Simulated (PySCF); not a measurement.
**GaHBr2O (SMILES [OH][Ga]([Br])[Br]) at 6 levels**

Wanted: a comparison of 6 runs (HF/STO-3G, HF/3-21G, r2SCAN/6-31G, B3LYP/6-31G*, CCSD(T)/def2-SVP) of GaHBr2O. Input form: a Python script.

The results are computed with PySCF 2.14.0.

1 further run of the same task is left out (it didn't finish).

### 1 The structure to begin with

The species is GaHBr2O (5 atoms), meant as a singlet with charge 0. SMILES: `[OH][Ga]([Br])[Br]`. The coordinates come from a PBE0-D4/def2-TZVP relaxation.

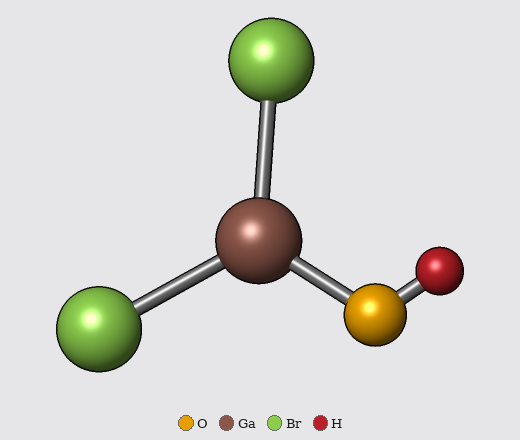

The structure, seen from a chosen angle (oxygen amber, gallium brown, bromine green, hydrogen red).

### 2 Energy and forces at HF/STO-3G (run 1)

Input file calc.py:

```python
import pyscf.grad
from pyscf import gto

mol = gto.M(
    atom='''
O     -0.174000     1.411800    -0.053000
Ga    -0.126900    -0.354100    -0.111200
Br     1.563000    -1.487900     0.895600
Br    -1.778100    -1.432600    -1.203600
H      0.565900     1.789000     0.430900
''',
    basis='sto-3g',
    max_memory=1860,
    spin=0,
    verbose=3,
)

mf = mol.RHF()
mf.conv_tol = 1e-10
mf.kernel()
if not mf.converged:
    mf = mf.newton().run(mf.mo_coeff, mf.mo_occ)

e_final = mf.e_tot
print('Final energy', e_final)
grad = mf.Gradients().kernel()
dip = mf.dip_moment()
pop, q = mf.mulliken_pop()
```

On the command line:

```
OMP_NUM_THREADS=1 python calc.py
```

Log:

```text
converged SCF energy = -7064.78752895947
Final energy -7064.787528959473
--------------- RHF gradients ---------------
         x                y                z
0 O     0.0218173431     0.0919432079     0.0182924139
1 Ga     0.0002485460    -0.0521199488    -0.0024373039
2 Br     0.0234302292    -0.0151193990     0.0139897670
3 Br    -0.0231878529    -0.0154253129    -0.0153554688
4 H    -0.0223082653    -0.0092785473    -0.0144894082
----------------------------------------------
Dipole moment(X, Y, Z, Debye):  0.87066,  1.28823,  0.61131
 ** Mulliken pop  **
pop of  0 O 1s            1.99778
pop of  0 O 2s            1.83818
pop of  0 O 2px           1.49349
pop of  0 O 2py           1.40651
pop of  0 O 2pz           1.68344
pop of  1 Ga 1s           1.99999
pop of  1 Ga 2s           1.99916
pop of  1 Ga 3s           1.99808
pop of  1 Ga 4s           1.06950
pop of  1 Ga 2px          1.99958
pop of  1 Ga 2py          1.99962
pop of  1 Ga 2pz          1.99959
pop of  1 Ga 3px          1.98014
pop of  1 Ga 3py          1.98324
pop of  1 Ga 3pz          1.97947
pop of  1 Ga 4px          0.56583
pop of  1 Ga 4py          0.60451
pop of  1 Ga 4pz          0.46004
pop of  1 Ga 3dxy         1.97302
pop of  1 Ga 3dyz         1.98754
pop of  1 Ga 3dz^2        1.94808
pop of  1 Ga 3dxz         1.91463
pop of  1 Ga 3dx2-y2      1.94484
pop of  2 Br 1s           2.00000
pop of  2 Br 2s           1.99979
pop of  2 Br 3s           1.99958
pop of  2 Br 4s           1.96311
pop of  2 Br 2px          1.99988
pop of  2 Br 2py          1.99994
pop of  2 Br 2pz          1.99994
pop of  2 Br 3px          1.99348
pop of  2 Br 3py          1.99684
pop of  2 Br 3pz          1.99675
pop of  2 Br 4px          1.61514
pop of  2 Br 4py          1.82092
pop of  2 Br 4pz          1.80455
pop of  2 Br 3dxy         1.99952
pop of  2 Br 3dyz         1.99981
pop of  2 Br 3dz^2        1.99990
pop of  2 Br 3dxz         1.99961
pop of  2 Br 3dx2-y2      1.99983
pop of  3 Br 1s           2.00000
pop of  3 Br 2s           1.99978
pop of  3 Br 3s           1.99958
pop of  3 Br 4s           1.96188
pop of  3 Br 2px          1.99988
pop of  3 Br 2py          1.99994
pop of  3 Br 2pz          1.99993
pop of  3 Br 3px          1.99355
pop of  3 Br 3py          1.99693
pop of  3 Br 3pz          1.99630
pop of  3 Br 4px          1.61914
pop of  3 Br 4py          1.82668
pop of  3 Br 4pz          1.77759
pop of  3 Br 3dxy         1.99954
pop of  3 Br 3dyz         1.99978
pop of  3 Br 3dz^2        1.99990
pop of  3 Br 3dxz         1.99953
pop of  3 Br 3dx2-y2      1.99982
pop of  4 H 1s            0.81540
 ** Mulliken atomic charges  **
charge of    0O =     -0.41941
charge of    1Ga =      0.59314
charge of    2Br =     -0.18858
charge of    3Br =     -0.16975
charge of    4H =      0.18460
```

Wall time 7.8 s (1 thread of Intel Xeon at 2.50GHz (Skylake/Cascade Lake), shared host); peak memory 0.13 GiB.

### 3 Energy and gradient at HF/3-21G (run 2)

Input file mol.xyz:

```xyz
5

O     -0.174000     1.411800    -0.053000
Ga    -0.126900    -0.354100    -0.111200
Br     1.563000    -1.487900     0.895600
Br    -1.778100    -1.432600    -1.203600
H      0.565900     1.789000     0.430900
```

Input file input.py:

```python
from pyscf import gto, scf

mol = gto.Mole()
mol.atom = 'mol.xyz'
mol.charge = 0
mol.verbose = 4
mol.basis = '3-21g'
mol.spin = 0
mol.max_memory = 1860
mol.build()

calc0 = scf.RHF(mol)
calc0.conv_tol = 1e-10
calc0.kernel()
if not calc0.converged:
    calc0 = calc0.newton().run(calc0.mo_coeff, calc0.mo_occ)

e_final = calc0.e_tot
print('E(%s) = %.9f' % ('HF', e_final))
grad = calc0.nuc_grad_method().kernel()
dip = calc0.dip_moment()
pop, q = calc0.mulliken_pop()
```

On the command line:

```
OMP_NUM_THREADS=1 python input.py
```

Log:

```text
PySCF version 2.14.0

[INPUT] num. atoms = 5
[INPUT] num. electrons = 110
[INPUT] charge = 0
[INPUT] spin (= nelec alpha-beta = 2S) = 0
[INPUT] symmetry False subgroup None
[INPUT] Mole.unit = angstrom
[INPUT] Symbol           X                Y                Z      unit          X                Y                Z       unit  Magmom
[INPUT]  1 O     -0.174000000000   1.411800000000  -0.053000000000 AA   -0.328812345674   2.667915342661  -0.100155484602 Bohr   0.0
[INPUT]  2 Ga    -0.126900000000  -0.354100000000  -0.111200000000 AA   -0.239806245207  -0.669152020708  -0.210137545052 Bohr   0.0
[INPUT]  3 Br     1.563000000000  -1.487900000000   0.895600000000 AA    2.953641932695  -2.811723500740   1.692438717160 Bohr   0.0
[INPUT]  4 Br    -1.778100000000  -1.432600000000  -1.203600000000 AA   -3.360122022089  -2.707221646052  -2.274474363527 Bohr   0.0
[INPUT]  5 H      0.565900000000   1.789000000000   0.430900000000 AA    1.069396013891   3.380720036847   0.814282987075 Bohr   0.0

[... 46 lines left out ...]
converged SCF energy = -7109.12508956558
[... 12 lines left out ...]
Dipole moment(X, Y, Z, Debye):  1.41744,  1.05311,  0.94326
[... 44 lines left out ...]
pop of  2 Br 4py          0.78625
pop of  2 Br 4pz          0.77820
pop of  2 Br 5px          0.95830
pop of  2 Br 5py          1.04651
pop of  2 Br 5pz          1.06851
pop of  2 Br 3dxy         1.99937
pop of  2 Br 3dyz         1.99976
pop of  2 Br 3dz^2        1.99989
pop of  2 Br 3dxz         1.99949
pop of  2 Br 3dx2-y2      1.99976
pop of  3 Br 1s           1.99982
pop of  3 Br 2s           1.99678
pop of  3 Br 3s           2.00146
pop of  3 Br 4s           0.75294
pop of  3 Br 5s           1.25903
pop of  3 Br 2px          1.99650
pop of  3 Br 2py          1.99667
pop of  3 Br 2pz          1.99664
pop of  3 Br 3px          1.99024
pop of  3 Br 3py          1.99136
pop of  3 Br 3pz          1.99100
pop of  3 Br 4px          0.73466
pop of  3 Br 4py          0.79735
pop of  3 Br 4pz          0.77182
pop of  3 Br 5px          0.95108
pop of  3 Br 5py          1.05196
pop of  3 Br 5pz          1.05055
pop of  3 Br 3dxy         1.99940
pop of  3 Br 3dyz         1.99972
pop of  3 Br 3dz^2        1.99991
pop of  3 Br 3dxz         1.99941
pop of  3 Br 3dx2-y2      1.99976
pop of  4 H 1s            0.42481
pop of  4 H 2s            0.16885
 ** Mulliken atomic charges  **
charge of    0O =     -0.80089
charge of    1Ga =      1.06319
charge of    2Br =     -0.34061
charge of    3Br =     -0.32803
charge of    4H =      0.40633
```

Wall time 7.2 s (1 thread of Intel Xeon at 2.50GHz (Skylake/Cascade Lake), shared host); peak memory 0.15 GiB.

Runs 3 to 5 aren't shown in full; the table further down has their settings and results.

### 4 The energy at CCSD(T)/def2-SVP (run 6)

Input file calc.py:

```python
from pyscf import gto, scf, cc

molecule = gto.M(
    atom='''
O     -0.174000     1.411800    -0.053000
Ga    -0.126900    -0.354100    -0.111200
Br     1.563000    -1.487900     0.895600
Br    -1.778100    -1.432600    -1.203600
H      0.565900     1.789000     0.430900
''',
    verbose=4,
    max_memory=1860,
    basis='def2-svp',
    charge=0,
)

mf = scf.RHF(molecule)
mf.conv_tol = 1e-10
mf.kernel()
if not mf.converged:
    mf = mf.newton().run(mf.mo_coeff, mf.mo_occ)

mycc = cc.CCSD(mf, frozen=28)
mycc.kernel()
e_t = mycc.ccsd_t()
e_tot = mycc.e_tot + e_t
print(f'total energy: {e_tot:.8f} hartree')
dip = mf.dip_moment()
pop, q = mf.mulliken_pop()
```

On the command line:

```
OMP_NUM_THREADS=1 python calc.py
```

Log:

```text
PySCF version 2.14.0

[INPUT] num. atoms = 5
[INPUT] num. electrons = 110
[INPUT] charge = 0
[INPUT] spin (= nelec alpha-beta = 2S) = 0
[INPUT] symmetry False subgroup None
[INPUT] Mole.unit = angstrom
[INPUT] Symbol           X                Y                Z      unit          X                Y                Z       unit  Magmom
[INPUT]  1 O     -0.174000000000   1.411800000000  -0.053000000000 AA   -0.328812345674   2.667915342661  -0.100155484602 Bohr   0.0
[INPUT]  2 Ga    -0.126900000000  -0.354100000000  -0.111200000000 AA   -0.239806245207  -0.669152020708  -0.210137545052 Bohr   0.0
[INPUT]  3 Br     1.563000000000  -1.487900000000   0.895600000000 AA    2.953641932695  -2.811723500740   1.692438717160 Bohr   0.0
[INPUT]  4 Br    -1.778100000000  -1.432600000000  -1.203600000000 AA   -3.360122022089  -2.707221646052  -2.274474363527 Bohr   0.0
[INPUT]  5 H      0.565900000000   1.789000000000   0.430900000000 AA    1.069396013891   3.380720036847   0.814282987075 Bohr   0.0

[... 50 lines left out ...]
converged SCF energy = -7142.74484859438
[... 12 lines left out ...]
Init t2, MP2 energy = -7143.59720638117  E_corr(MP2) -0.852357786789521
[... 13 lines left out ...]
CCSD converged
[... 2 lines left out ...]
total energy: -7143.61292901 hartree
Dipole moment(X, Y, Z, Debye):  1.17737,  0.52109,  0.76593
[... 82 lines left out ...]
pop of  3 Br 4s           1.34207
pop of  3 Br 5s           0.61525
pop of  3 Br 2px          1.99898
pop of  3 Br 2py          1.99904
pop of  3 Br 2pz          1.99903
pop of  3 Br 3px          1.99528
pop of  3 Br 3py          1.99587
pop of  3 Br 3pz          1.99569
pop of  3 Br 4px          0.73812
pop of  3 Br 4py          0.79619
pop of  3 Br 4pz          0.77438
pop of  3 Br 5px          0.95688
pop of  3 Br 5py          1.04755
pop of  3 Br 5pz          1.03871
pop of  3 Br 3dxy         1.64560
pop of  3 Br 3dyz         1.64588
pop of  3 Br 3dz^2        1.64566
pop of  3 Br 3dxz         1.64550
pop of  3 Br 3dx2-y2      1.64551
pop of  3 Br 4dxy         0.34626
pop of  3 Br 4dyz         0.34580
pop of  3 Br 4dz^2        0.34590
pop of  3 Br 4dxz         0.34635
pop of  3 Br 4dx2-y2      0.34613
pop of  3 Br 5dxy         0.01478
pop of  3 Br 5dyz         0.01170
pop of  3 Br 5dz^2        0.01100
pop of  3 Br 5dxz         0.01501
pop of  3 Br 5dx2-y2      0.01213
pop of  4 H 1s            0.66659
pop of  4 H 2s            0.04351
pop of  4 H 2px           0.03024
pop of  4 H 2py           0.01920
pop of  4 H 2pz           0.02280
 ** Mulliken atomic charges  **
charge of    0O =     -0.59312
charge of    1Ga =      1.02084
charge of    2Br =     -0.33350
charge of    3Br =     -0.31188
charge of    4H =      0.21766
```

It took 3.8 min on 1 thread of Intel Xeon at 2.50GHz (Skylake/Cascade Lake), shared host; peak memory 0.85 GiB.

### 5 The series

```csv
run,level,integration grid,Cartesian functions,energy (Eh),dipole moment (D) of the reference,HOMO energy (eV),LUMO energy (eV),wall time
1,HF/STO-3G,–,no,-7064.787529,1.67,-8.09,4.84,7.8 s
2,HF/3-21G,–,no,-7109.125090,2.00,-11.41,1.65,7.2 s
3,r2SCAN/6-31G,5,no,-7147.891748,1.80,-7.87,-2.76,84 s
4,B3LYP/6-31G* (spherical functions),5,no,-7148.330824,1.42,-8.37,-2.13,1.7 min
5,B3LYP/6-31G* (Cartesian functions),5,yes,-7148.354854,1.43,-8.37,-2.13,1.8 min
6,CCSD(T)/def2-SVP,–,no,-7143.612929,1.50,-11.59,1.89,3.8 min
```

### 6 Summary of results

| quantity | value |
| --- | --- |
| run 6: total energy | -7143.61293 Eh |
| run 6: dipole moment (Hartree–Fock density) | 1.50 D |
| run 6: HOMO energy (Hartree–Fock orbitals) | -11.59 eV |
| run 6: LUMO energy (Hartree–Fock orbitals) | 1.89 eV |
| run 6: HOMO–LUMO gap (Hartree–Fock orbitals) | 13.47 eV |
| run 6: correlation energy (28 core orbitals frozen) | -868.1 mEh |
| run 6: (T) correction | -21.46 mEh |
| run 6: T1 diagnostic | 0.010 |

Over runs 1, 2, 3, 4, 5 the dipole moment (its size) runs from 1.42 D (B3LYP/6-31G*) to 2.00 D (HF/3-21G). The two ends differ in method and basis. Over runs 1, 2, 3, 4, 5 the HOMO–LUMO gap runs from 5.10 eV (r2SCAN/6-31G) to 13.06 eV (HF/3-21G). Totals of different functionals can't be ranked against each other. In run 1 the basis is minimal, so the values are rough. All runs together took 8.9 min, the longest 3.8 min.
